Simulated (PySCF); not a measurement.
C2H10OSSi2, SMILES C[Si](C)(O)S[SiH3] at its GFN2-xTB optimised geometry (Å):

```
16

Si    -1.9344    -1.3103     0.0000
S      0.2091    -1.3103     0.0000
Si     0.6558    -0.2499     1.8230
C      1.5224     1.3947     1.4301
C      1.7185    -1.3356     2.9626
O     -0.8383     0.0003     2.4511
H     -2.4179     0.0635     0.0000
H     -2.2283    -1.9914    -1.2513
H     -2.4205    -2.0533     1.1540
H      2.4205     1.2292     0.8450
H      1.8118     1.9179     2.3372
H      0.8760     2.0533     0.8567
H      2.6292    -1.6459     2.4621
H      2.0035    -0.8024     3.8653
H      1.1865    -2.2349     3.2593
H     -0.9498     0.4499     3.2852
```

Method: CAM-B3LYP/def2-TZVP run with PySCF. Cells within 0.4 Å of a nucleus heavier than hydrogen are left out (blank, or x).

Map of the deformation density (molecule minus spherical neutral atoms) (e/bohr³) on the plane z = 1.2 Å:

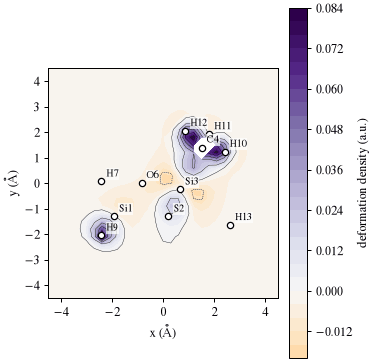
Deformation density (molecule minus spherical neutral atoms) (e/bohr³) on the plane z = 1.2 Å.
